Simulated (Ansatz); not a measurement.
ClH$_{2}$OSi$_{2}$ (SMILES [SiH2]O[Si]Cl) (doublet)

```yaml
atoms:
  - { symbol: Cl, position_ang: [-1.8131, 0.3267, -2.0857] }
  - { symbol: O, position_ang: [-0.2058, -2.0222, -1.2086] }
  - { symbol: Si, position_ang: [-1.8139, -1.5656, -1.0452] }
  - { symbol: Si, position_ang: [1.2997, -1.5327, -1.8400] }
  - { symbol: H, position_ang: [1.6559, -0.1711, -1.3012] }
  - { symbol: H, position_ang: [2.3096, -2.5609, -1.4032] }
```

Geometry: BLYP-D3(BJ)/def2-SVP.

These are results of isolated molecule in a Gaussian basis; Kohn-Sham density functional theory, functional PBE0 (Ansatz), not measurements.

Question: Predict the electron density, electron localisation function and spin density between the atoms.

Answer: Si–O (1.68 Å): ρ at the midpoint is about 1 e/Å³; the ELF peaks at about 0.85 between the atoms; a polar covalent bond.
Si–Cl (2.16 Å): ρ at the midpoint is about 0.75 e/Å³; the ELF peaks at about 0.85 between the atoms: a polar covalent bond.
Si–H (1.51 Å): the density is about 0.8 e/Å³ at the midpoint; the ELF climbs to about 1 towards the hydrogen, as it does in any bond to H.
The unpaired spin (1 electron) lies mostly on Si4 (about 0.8), in electrons by Hirshfeld's partition.

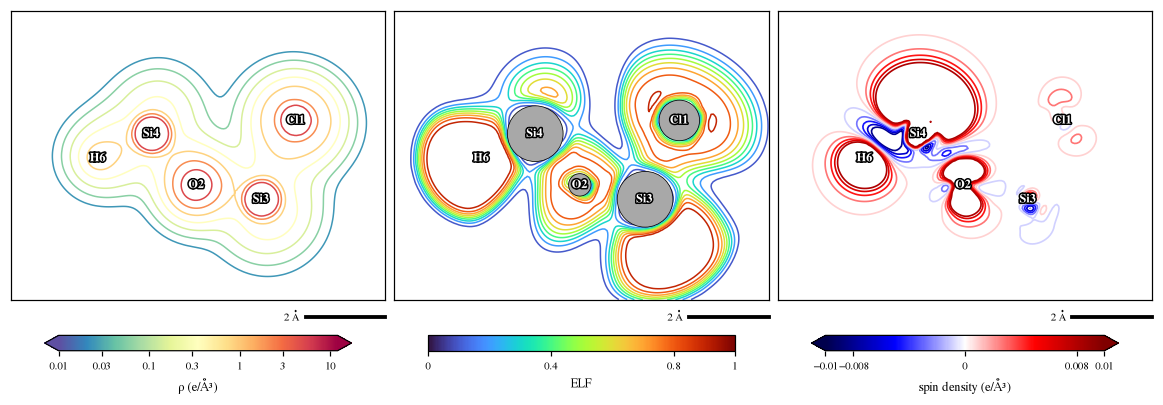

Computed electron density, electron localisation function and spin density on the plane of atoms Si3, O2 and Si4, in this order. Grey discs cover the atomic cores in the ELF map. 
